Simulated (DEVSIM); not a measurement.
Structure: illuminated Si p-on-n cell, one wavelength, at 350 K.

```
layer (left to right)  material  thickness (μm)  Nd (cm⁻³)  Na (cm⁻³)  τn (s)  τp (s)  absorption coefficient (cm⁻¹)
---------------------  --------  --------------  ---------  ---------  ------  ------  -----------------------------
1                            Si          0.0960          -       1e18  1.8e-7  1.9e-6                           5700
2                            Si             250     2.5e15          -  1.3e-5  1.3e-5                           5700
```

Left contact: ohmic, minority electron recombination velocity 5000 cm/s. Right contact: ohmic, minority hole recombination velocity 4000 cm/s. Voltage is applied to the left contact. Recombination: SRH at mid-gap, radiative, Auger. Light enters at the left, 6.9e16 photons cm⁻² s⁻¹, one pass, no reflection. Mobility is constant in doping.

This is a model device: material constants are rounded textbook-type values typed into the input, and sizes, dopings and lifetimes were drawn at random. Values at 300 K; Nc and Nv go as T^1.5, mobilities as T to minus their exponent, the gap by Varshni's rule with the affinity fixed.

```csv
parameter,Si
gap (eV),1.124
affinity (eV),4.05
permittivity,11.7
Nc (cm⁻³),2.86e19
Nv (cm⁻³),3.1e19
μn (cm²/Vs),1417
μp (cm²/Vs),470
T exponent of μn,2.3
T exponent of μp,2.2
B (cm³/s),4.7e-15
Cn (cm⁶/s),2.8e-31
Cp (cm⁶/s),9.9e-32
Varshni α (eV/K),0.000473
Varshni β (K),636
```

Model (solved in DEVSIM): 1D drift-diffusion, Boltzmann statistics, complete ionisation; no tunnelling, impact ionisation, image-force lowering or self-heating.

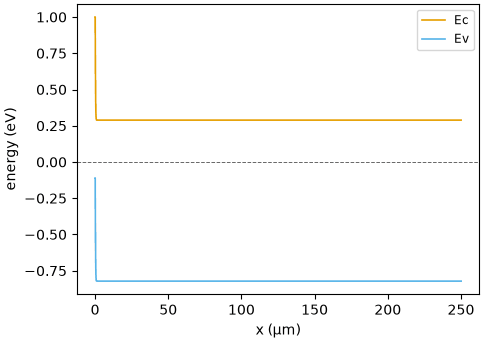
*Band edges at zero bias, in the dark*

Energies count from the Fermi level of the right contact; mesh points crowd at the junctions.

```
x (μm)   Ec (eV)  Ev (eV)  n (cm⁻³)  p (cm⁻³)  field (V/cm)
-------  -------  -------  --------  --------  ------------
0.000      1.000   -0.111    140000    1.0e18           ≈ 0
0.02577    1.000   -0.111    140000    1.0e18           ≈ 0
0.06235    1.000   -0.111    140000    1.0e18           -49
0.09188    0.985   -0.126    240000    6.0e17        -32000
0.1359     0.845   -0.265     2.4e7    5.9e15        -22000
0.2226     0.683   -0.428     5.2e9    2.7e13        -17000
0.4269     0.421   -0.690    3.1e13     4.6e9         -8900
1.231      0.289   -0.822    2.5e15     5.7e7           ≈ 0
2.804      0.289   -0.822    2.5e15     5.7e7           ≈ 0
6.509      0.289   -0.822    2.5e15     5.7e7           ≈ 0
15.24      0.289   -0.822    2.5e15     5.7e7           ≈ 0
49.61      0.289   -0.822    2.5e15     5.7e7           ≈ 0
116.8      0.289   -0.822    2.5e15     5.7e7           ≈ 0
192.6      0.289   -0.822    2.5e15     5.7e7           ≈ 0
231.8      0.289   -0.822    2.5e15     5.7e7           ≈ 0
242.6      0.289   -0.822    2.5e15     5.7e7           ≈ 0
246.9      0.289   -0.822    2.5e15     5.7e7           ≈ 0
248.8      0.289   -0.822    2.5e15     5.7e7           ≈ 0
249.7      0.289   -0.822    2.5e15     5.7e7           ≈ 0
249.9      0.289   -0.822    2.5e15     5.7e7           ≈ 0
250.1      0.289   -0.822    2.5e15     5.7e7           ≈ 0
250.1      0.289   -0.822    2.5e15     5.7e7           ≈ 0
```
